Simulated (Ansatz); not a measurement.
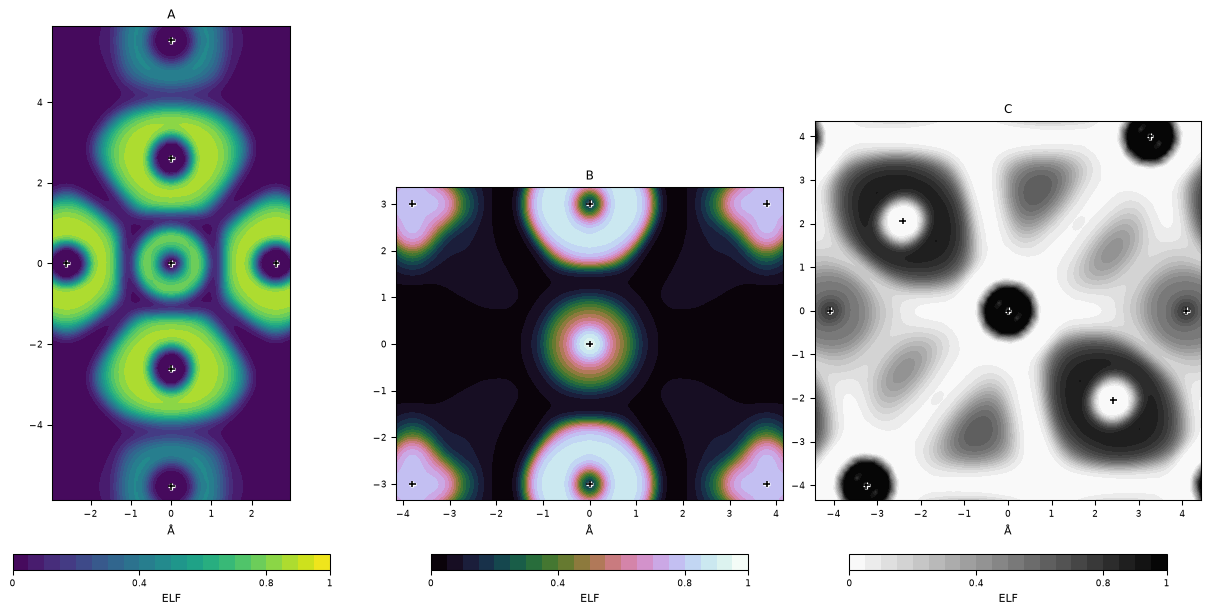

The ELF of 3 systems, each on a plane through atoms (crosses mark nuclei in the plane).

Computed with Ansatz, DFT, r2SCAN+rVV10, plane waves, PAW.

System 1: CdRhCl$_{5}$, the (11̄0) plane of the conventional cell. Space group P4/mmm; a structure from a database of computed crystals, not necessarily the ambient phase; started from the MgPPd5-123 prototype, which need not be the ambient phase; computed without spin polarisation.

```yaml
crystal:
  lattice:
    - [4.24938, 0.00000, 0.00000]
    - [0.00000, 4.24938, 0.00000]
    - [0.00000, 0.00000, 7.59360]
  atoms:
    - { symbol: Cd, position: [0.50000, 0.50000, 0.00000] }
    - { symbol: Rh, position: [0.00000, 0.00000, 0.50000] }
    - { symbol: Cl, position: [0.00000, 0.50000, 0.30980] }
    - { symbol: Cl, position: [0.00000, 0.50000, 0.69020] }
    - { symbol: Cl, position: [0.50000, 0.00000, 0.30980] }
    - { symbol: Cl, position: [0.50000, 0.00000, 0.69020] }
    - { symbol: Cl, position: [0.00000, 0.00000, 0.00000] }
```

System 2: ScPbBr$_{5}$, the (010) plane of the conventional cell. Space group Immm; a structure from a database of computed crystals, not necessarily the ambient phase; started from the AlCrF5-71 prototype, which need not be the ambient phase.

```
CELL_PARAMETERS angstrom
5.19871 0.00000 0.00000
0.00000 8.78937 0.00000
0.00000 0.00000 11.06482
ATOMIC_POSITIONS crystal
Sc 0.00000 0.00000 0.50000
Sc 0.50000 0.50000 0.00000
Pb 0.00000 0.00000 0.00000
Pb 0.50000 0.50000 0.50000
Br 0.00000 0.30251 0.50000
Br 0.50000 0.80251 0.00000
Br 0.50000 0.19749 0.00000
Br 0.00000 0.69749 0.50000
Br 0.00000 0.00000 0.26400
Br 0.50000 0.50000 0.76400
Br 0.00000 0.00000 0.73600
Br 0.50000 0.50000 0.23600
Br 0.00000 0.50000 0.00000
Br 0.50000 0.00000 0.50000
```

System 3: Li$_{2}$HgBr$_{4}$, the (111) plane of the conventional cell. Space group P4/mmm; a structure from a database of computed crystals, not necessarily the ambient phase; started from the K2PdCl4-123 prototype, which need not be the ambient phase.

```yaml
crystal:
  lattice:
    - [7.29424, 0.00000, 0.00000]
    - [0.00000, 7.29424, 0.00000]
    - [0.00000, 0.00000, 3.69308]
  atoms:
    - { symbol: Li, position: [0.50000, 0.00000, 0.50000] }
    - { symbol: Li, position: [0.00000, 0.50000, 0.50000] }
    - { symbol: Hg, position: [0.00000, 0.00000, 0.00000] }
    - { symbol: Br, position: [0.25712, 0.74288, 0.00000] }
    - { symbol: Br, position: [0.25712, 0.25712, 0.00000] }
    - { symbol: Br, position: [0.74288, 0.74288, 0.00000] }
    - { symbol: Br, position: [0.74288, 0.25712, 0.00000] }
```

Question: Match each panel to its system.

Answer: Panel A is system 2, ScPbBr$_{5}$: the plane holds Sc, Pb and Br. Sc–Br (2.61 Å): the ELF is about 0.45 at the midpoint. Panel B is system 1, CdRhCl$_{5}$: the plane holds Cd, Rh and Cl. Cd–Cl (3.00 Å): the ELF peaks at about 0.85 in the valence shell of Cl, 0.8 Å from its nucleus, and drops to about 0.05 between the two atoms: no localised pair shows between them. Panel C is system 3, Li$_{2}$HgBr$_{4}$: the plane holds Li, Hg and Br. Hg–Br (2.65 Å): the ELF is about 0.30 at the midpoint.
